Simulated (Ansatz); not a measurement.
# AlH₃Cl (doublet): one geometry, many settings at distance Al1–H4 along a hydrogen transfer = 1.475 Å

What do other methods and options give for AlH₃Cl (doublet) at this geometry, and how long do they take?

Computed with Ansatz 0.2.0, Gaussian basis. Level: the settings change from run to run.

13 further runs of the same task are left out: 9 for a known fault of the program, 1 for a mislabelled method, 1 that didn't finish, 2 set aside as unsound or not needed.

## Step 1: The geometry

The geometry derives from fragments relaxed apart (PBE0/def2-TZVP) and kept rigid, so it is no stationary point. A hydrogen atom is moved between rigid fragments.

5 atoms, charge 0, spin multiplicity 2.

Atoms are counted from 1 here; the program's logs count them from 0.

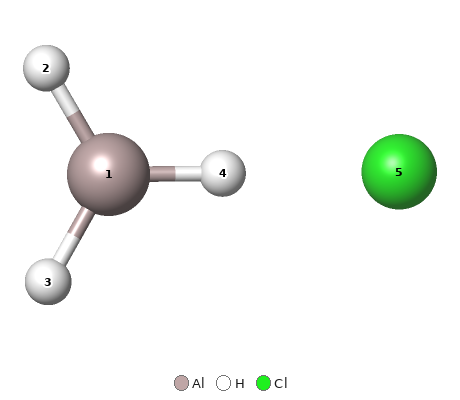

The geometry (aluminium light grey, hydrogen white, chlorine green); atoms are numbered from 1 in the order of the file.

## Step 2: HF/6-31G

Input file in.yaml:

```yaml
crystal:
  periodic: [false, false, false]
  atoms:
    - {symbol: Al, position_ang: [-2.036377, 0.000000, 0.000000]}
    - {symbol: H, position_ang: [-2.829301, 1.373384, 0.000000]}
    - {symbol: H, position_ang: [-2.829301, -1.373384, 0.000000]}
    - {symbol: H, position_ang: [-0.561377, 0.000000, 0.000000]}
    - {symbol: Cl, position_ang: [1.726623, 0.000000, 0.000000]}
basis:
  gaussian: {orbitals: 6-31G}
magnetization: {spin_polarized: true, initial_magnetization: 1}
hamiltonian: {xc: hf}
scf: {lower_state_search: off}
output: {orbitals: {seedname: orbitals}}
```

Launch:

```sh
ansatz run in.yaml --threads 1 --pin off --events-out ev --progress --plain --max-ram 2393MiB
```

Log:

```text
Functional definition: HF
  name "HF"
  cite "Fock, Z. Phys. 61, 126 (1930) doi:10.1007/BF01340294"
  parent pbe
  exchange = exact_x
  correlation = 0
these checks for a lower state are left out or cut short: stability, starts, cluster_reference, orbital_swaps, neighbouring_geometries, increment
374 factors; integrals over basis functions are off by at most 1.5e-4 eV
mean field evaluation 1: about -19127.3010 eV, gradient 1.1e1 eV
mean field evaluation 2: about -19127.3037 eV, gradient 1.1e1 eV
mean field evaluation 4: about -19129.9089 eV, gradient 3.2e0 eV
mean field evaluation 8: about -19130.2764 eV, gradient 1.0e-1 eV
mean field -19130.27663190 eV, -703.0246992550 hartree, gradient 2.4e-6 eV, S^2 0.752428; 0 other end points of the search recorded, 0 dependent functions left out
reference -19130.27663190 eV, -703.0246992550 hartree; 17, 16 occupied and 15, 16 virtual orbitals, 374 factors
Total energy: -19130.27663190 eV, -703.0246992550 hartree
Checks for a lower state left out: stability, starts, cluster_reference, orbital_swaps, neighbouring_geometries, increment
```

Run time: 0.37 s. Hardware: 1 thread of Arm Neoverse N1, shared host.

From the report: ⟨S²⟩ of the determinant 0.752 (pure doublet: 0.75).

## Step 3: NEVPT2(1,2)/cc-pVDZ

in.yaml, as its differences from that of step 2:

```diff
@@ -9,6 +9,4 @@
 basis:
-  gaussian: {orbitals: 6-31G}
-magnetization: {spin_polarized: true, initial_magnetization: 1}
-hamiltonian: {xc: hf}
-scf: {lower_state_search: off}
-output: {orbitals: {seedname: orbitals}}
+  gaussian: {orbitals: cc-pVDZ}
+magnetization: {spin_polarized: false, initial_magnetization: 1}
+correlation: {method: sc_nevpt2, electrons: outside_noble_gas, active_space: {window: {electrons: 1, orbitals: 2}}}
```

Launched as before.

Log, shortened:

```text
Functional definition: HF
  name "HF"
  cite "Fock, Z. Phys. 61, 126 (1930) doi:10.1007/BF01340294"
  parent pbe
[...]
502 factors; integrals over basis functions are off by at most 1.1e-3 eV
[...]
mean field -19132.11395882 eV, -703.0922197742 hartree, gradient 1.1e-6 eV, S^2 0.750000; 13 other end points of the search recorded, 0 dependent functions left out
reference -19132.11395882 eV, -703.0922197742 hartree; 17, 16 occupied and 34, 35 virtual orbitals, 502 factors
state -19132.11395882 eV, -703.0922197742 hartree
state -19132.11395882 eV, -703.0922197742 hartree; corrected -19137.45235035 eV, -703.2884020442 hartree
WARN: 1 active orbitals are nearly empty or full. The corrections depend on them more than the energy does, and are more stable in an active space without them
Total energy: -19137.45235035 eV, -703.2884020442 hartree
```

Run time: 6.5 s. Hardware: 1 thread of Arm Neoverse N1, shared host.

From the report: 1 determinant; active occupations 1.00, 0.00. The report marks this result as in doubt.

## Step 4: MP2 on ROHF/cc-pVDZ

in.yaml, as its differences from that of step 3:

```diff
@@ -11,2 +11,4 @@
 magnetization: {spin_polarized: false, initial_magnetization: 1}
-correlation: {method: sc_nevpt2, electrons: outside_noble_gas, active_space: {window: {electrons: 1, orbitals: 2}}}
+correlation: {method: mp2, electrons: valence}
+scf: {lower_state_search: off}
+output: {forces: true}
```

The command is unchanged.

Log, shortened:

```text
Functional definition: HF
  name "HF"
  cite "Fock, Z. Phys. 61, 126 (1930) doi:10.1007/BF01340294"
  parent pbe
[...]
502 factors; integrals over basis functions are off by at most 1.1e-3 eV
[...]
mean field -19132.11395882 eV, -703.0922197742 hartree, gradient 1.1e-6 eV, S^2 0.750000; 0 other end points of the search recorded, 0 dependent functions left out
10 core orbitals not correlated: weight in the atoms' cores, before any rotation towards them, 1.000 or more for the frozen orbitals, at most 0.000 for the correlated occupied ones
reference -19132.11395882 eV, -703.0922197742 hartree; 7, 6 occupied and 34, 35 virtual orbitals, 502 factors
second order -5.24940969 eV of doubles, -0.07850295 eV of singles
[...]
Total energy: -19137.44187146 eV, -703.2880169522 hartree
Atom 0 at    -2.036377     0.000000     0.000000 Å, force    -2.082650     0.000000     0.000000 eV/Å
Atom 1 at    -2.829301     1.373384     0.000000 Å, force     0.043255    -0.008073     0.000000 eV/Å
Atom 2 at    -2.829301    -1.373384     0.000000 Å, force     0.043255     0.008073    -0.000000 eV/Å
Atom 3 at    -0.561377     0.000000     0.000000 Å, force     1.977972     0.000000     0.000000 eV/Å
Atom 4 at     1.726623     0.000000     0.000000 Å, force     0.018169    -0.000000     0.000000 eV/Å
Dipole moment:    -0.137280    -0.000000    -0.000000 e Å
Checks for a lower state left out: starts, cluster_reference, orbital_swaps, neighbouring_geometries, increment
```

Run time: 1.5 s. Hardware: 1 thread of Arm Neoverse N1, shared host.

## Step 5: CASCI(11,8)/STO-3G

in.yaml, as its differences from that of step 4:

```diff
@@ -9,6 +9,4 @@
 basis:
-  gaussian: {orbitals: cc-pVDZ}
+  gaussian: {orbitals: STO-3G}
 magnetization: {spin_polarized: false, initial_magnetization: 1}
-correlation: {method: mp2, electrons: valence}
-scf: {lower_state_search: off}
-output: {forces: true}
+correlation: {active_space: {window: {electrons: 11, orbitals: 8}, fixed_orbitals: true}}
```

The command is unchanged.

Log:

```text
Functional definition: HF
  name "HF"
  cite "Fock, Z. Phys. 61, 126 (1930) doi:10.1007/BF01340294"
  parent pbe
  exchange = exact_x
  correlation = 0
221 factors; integrals over basis functions are off by at most 2.0e-5 eV
mean field evaluation 1: about -18913.0888 eV, gradient 1.4e1 eV
mean field evaluation 2: about -18913.0994 eV, gradient 1.4e1 eV
mean field evaluation 4: about -18918.9572 eV, gradient 2.0e0 eV
mean field evaluation 8: about -18918.9827 eV, gradient 1.5e-2 eV
mean field evaluation 16: about -18918.6354 eV, gradient 8.9e-6 eV
mean field evaluation 32: about -18918.6584 eV, gradient 2.3e-1 eV
mean field evaluation 64: about -18918.6294 eV, gradient 3.0e-4 eV
mean field -18918.98271705 eV, -695.2597911047 hartree, gradient 2.8e-6 eV, S^2 0.750000; 12 other end points of the search recorded, 0 dependent functions left out
reference -18918.98271705 eV, -695.2597911047 hartree; 17, 16 occupied and 4, 5 virtual orbitals, 221 factors
state -18919.33809220 eV, -695.2728509005 hartree
Total energy: -18919.33809220 eV, -695.2728509005 hartree
```

Wall time 0.6 s (1 thread of Arm Neoverse N1, shared host).

From the report: 384 determinants; active occupations 2.00, 2.00, 2.00, 1.99, 1.99, 1.00, 0.02, 0.00.

## Step 6: HF/def2-SVP

in.yaml, as its differences from that of step 5:

```diff
@@ -9,4 +9,5 @@
 basis:
-  gaussian: {orbitals: STO-3G}
-magnetization: {spin_polarized: false, initial_magnetization: 1}
-correlation: {active_space: {window: {electrons: 11, orbitals: 8}, fixed_orbitals: true}}
+  gaussian: {orbitals: def2-SVP}
+magnetization: {spin_polarized: true, initial_magnetization: 1}
+hamiltonian: {xc: hf}
+output: {orbitals: {seedname: orbitals}}
```

The command is unchanged.

Log:

```text
Functional definition: HF
  name "HF"
  cite "Fock, Z. Phys. 61, 126 (1930) doi:10.1007/BF01340294"
  parent pbe
  exchange = exact_x
  correlation = 0
471 factors; integrals over basis functions are off by at most 1.1e-3 eV
mean field evaluation 1: about -19122.9943 eV, gradient 1.2e1 eV
mean field evaluation 2: about -19122.9978 eV, gradient 1.2e1 eV
mean field evaluation 4: about -19125.7308 eV, gradient 3.3e0 eV
mean field evaluation 8: about -19126.0535 eV, gradient 1.5e-1 eV
mean field evaluation 16: about -19125.8873 eV, gradient 4.0e-1 eV
mean field evaluation 32: about -19125.8907 eV, gradient 3.9e-1 eV
mean field evaluation 64: about -19119.8955 eV, gradient 1.1e1 eV
mean field -19126.05391742 eV, -702.8695173603 hartree, gradient 7.6e-6 eV, S^2 0.756977; 5 other end points of the search recorded, 0 dependent functions left out
reference -19126.05391742 eV, -702.8695173603 hartree; 17, 16 occupied and 34, 35 virtual orbitals, 471 factors
Total energy: -19126.05391742 eV, -702.8695173603 hartree
```

Wall time 2.4 s (1 thread of Arm Neoverse N1, shared host).

From the report: ⟨S²⟩ of the determinant 0.757 (pure doublet: 0.75).

## Step 7: CCSD(T)/cc-pVDZ

in.yaml, as its differences from that of step 6:

```diff
@@ -9,5 +9,6 @@
 basis:
-  gaussian: {orbitals: def2-SVP}
-magnetization: {spin_polarized: true, initial_magnetization: 1}
-hamiltonian: {xc: hf}
-output: {orbitals: {seedname: orbitals}}
+  gaussian: {orbitals: cc-pVDZ}
+magnetization: {spin_polarized: false, initial_magnetization: 1}
+hamiltonian: {xc: {name: PBE0}}
+correlation: {method: ccsd_t, electrons: valence}
+accuracy: high
```

The command is unchanged.

Log, shortened:

```text
Functional definition: PBE0
  name "PBE0"
  cite "Adamo & Barone, J. Chem. Phys. 110, 6158 (1999) doi:10.1063/1.478522"
  cite "Perdew, Burke & Ernzerhof, Phys. Rev. Lett. 77, 3865 (1996) doi:10.1103/PhysRevLett.77.3865"
  parent pbe
[...]
1067 factors; integrals over basis functions are off by at most 2.8e-8 eV
[...]
mean field -19158.49735772 eV, -704.0617918001 hartree, gradient 1.1e-8 eV, S^2 0.750000; 4 other end points of the search recorded, 0 dependent functions left out
[...]
10 core orbitals not correlated: weight in the atoms' cores, before any rotation towards them, 1.000 or more for the frozen orbitals, at most 0.000 for the correlated occupied ones
reference -19131.67975096 eV, -703.0762629296 hartree; 7, 6 occupied and 34, 35 virtual orbitals, 1067 factors
second order -5.49318881 eV of doubles, -0.29735049 eV of singles
cycle   1  -6.49560342 eV  change   -7.1e-1 eV  update   5.9e-2
[...]
cycle  22  -6.76761682 eV  change   2.4e-10 eV  update  9.2e-10
perturbative correction -0.08622631 eV, -0.0031687584 hartree
Total energy: -19138.53359409 eV, -703.3281370188 hartree
```

Wall time 23 s (1 thread of Arm Neoverse N1, shared host).

From the report: correlation -6.8538 eV; T1 0.031; largest double amplitude 0.04. The orbitals are Kohn-Sham ones, so correlation energy and T1 don't compare with those on Hartree-Fock orbitals.

## Step 8: CISD/cc-pVDZ

in.yaml, as its differences from that of step 7:

```diff
@@ -11,4 +11,4 @@
 magnetization: {spin_polarized: false, initial_magnetization: 1}
-hamiltonian: {xc: {name: PBE0}}
-correlation: {method: ccsd_t, electrons: valence}
-accuracy: high
+correlation: {active_space: {ras: {orbitals: [6, 1, 34], electrons: 13, max_holes: 2, max_particles: 2}, fixed_orbitals: true}}
+scf: {lower_state_search: full}
+output: {forces: true}
```

Launched as before.

Log, shortened:

```text
Functional definition: HF
  name "HF"
  cite "Fock, Z. Phys. 61, 126 (1930) doi:10.1007/BF01340294"
  parent pbe
[...]
502 factors; integrals over basis functions are off by at most 1.1e-3 eV
[...]
mean field -19132.11395882 eV, -703.0922197742 hartree, gradient 1.1e-6 eV, S^2 0.750000; 19 other end points of the search recorded, 0 dependent functions left out
reference -19132.11395882 eV, -703.0922197742 hartree; 17, 16 occupied and 34, 35 virtual orbitals, 502 factors
state -19138.02637480 eV, -703.3094970536 hartree
[...]
Total energy: -19138.02637480 eV, -703.3094970536 hartree
Atom 0 at    -2.036377     0.000000     0.000000 Å, force    -2.047977     0.000000     0.000000 eV/Å
Atom 1 at    -2.829301     1.373384     0.000000 Å, force     0.045655    -0.019520    -0.000000 eV/Å
Atom 2 at    -2.829301    -1.373384     0.000000 Å, force     0.045655     0.019520    -0.000000 eV/Å
Atom 3 at    -0.561377     0.000000     0.000000 Å, force     1.868527     0.000000     0.000000 eV/Å
Atom 4 at     1.726623     0.000000     0.000000 Å, force     0.088140    -0.000000     0.000000 eV/Å
Dipole moment:    -0.126392    -0.000000    -0.000000 e Å
```

Run time: 13 s. Hardware: 1 thread of Arm Neoverse N1, shared host.

From the report: 29,323 determinants.

## Step 9: CASSCF(3,4)/6-31G

in.yaml, as its differences from that of step 8:

```diff
@@ -9,6 +9,4 @@
 basis:
-  gaussian: {orbitals: cc-pVDZ}
+  gaussian: {orbitals: 6-31G}
 magnetization: {spin_polarized: false, initial_magnetization: 1}
-correlation: {active_space: {ras: {orbitals: [6, 1, 34], electrons: 13, max_holes: 2, max_particles: 2}, fixed_orbitals: true}}
-scf: {lower_state_search: full}
-output: {forces: true}
+correlation: {active_space: {window: {electrons: 3, orbitals: 4}, states: [{multiplicity: 2, weights: [0.5, 1, 1]}, {multiplicity: 4, weights: [1]}], root: 0}}
```

Same command.

Log, shortened:

```text
Functional definition: HF
  name "HF"
  cite "Fock, Z. Phys. 61, 126 (1930) doi:10.1007/BF01340294"
  parent pbe
[...]
650 factors; integrals over basis functions are off by at most 1.3e-7 eV
[...]
mean field -19130.25704315 eV, -703.0239793820 hartree, gradient 2.5e-6 eV, S^2 0.750000; 11 other end points of the search recorded, 0 dependent functions left out
reference -19130.25704315 eV, -703.0239793820 hartree; 17, 16 occupied and 15, 16 virtual orbitals, 650 factors
state -19129.49754822 eV, -702.9960684580 hartree
state -19127.32578857 eV, -702.9162577627 hartree
state -19124.14506641 eV, -702.7993683795 hartree
state -19124.36088639 eV, -702.8072996174 hartree
[...]
Total energy: -19129.49754822 eV, -702.9960684580 hartree
```

Wall time 22 s (1 thread of Arm Neoverse N1, shared host).

From the report: 24 determinants; active occupations (of the averaged states) 1.28, 1.14, 0.57, 0.01.

## Step 10: All runs side by side

Where basis and cores are those of an earlier UCCSDT(Q)/cc-pVDZ run (-19138.6259 eV), and the state is the same kind, the miss against it is given. † marks a result that the program doubts.

| level | correlated | functions | energy (eV) | from UCCSDT(Q) (meV) | time |
| --- | --- | --- | --- | --- | --- |
| HF/6-31G |  | 32 | -19130.2766 |  | 0.37 s |
| NEVPT2(1,2)/cc-pVDZ † | outside noble gas | 51 | -19137.4524 | 1173.6 | 6.5 s |
| MP2 on ROHF/cc-pVDZ | valence | 51 | -19137.4419 | 1184.0 | 1.5 s |
| CASCI(11,8)/STO-3G |  | 21 | -18919.3381 |  | 0.6 s |
| HF/def2-SVP |  | 51 | -19126.0539 |  | 2.4 s |
| CCSD(T)/cc-pVDZ (on PBE0 orbitals) | valence | 51 | -19138.5336 | 92.3 | 23 s |
| CISD/cc-pVDZ | outside noble gas | 51 | -19138.0264 | 599.5 | 13 s |
| CASSCF(3,4)/6-31G (lowest root of an average) |  | 32 | -19129.4975 |  | 22 s |

## Step 11: Results

| quantity | value |
| --- | --- |
| runs | 8 |
| quickest | HF/6-31G, 0.37 s |
| slowest | CCSD(T)/cc-pVDZ (on PBE0 orbitals), 23 s |

Total energies in different bases, with other cores or another treatment of relativity can't be set against each other. CCSD(T)/cc-pVDZ (on PBE0 orbitals) took 62 times as long as HF/6-31G; the jobs differ in more than the method. Among the correlated runs with a miss given, it spans +92 to +1184 meV. Cores frozen from Kohn-Sham orbitals shift the total energy.
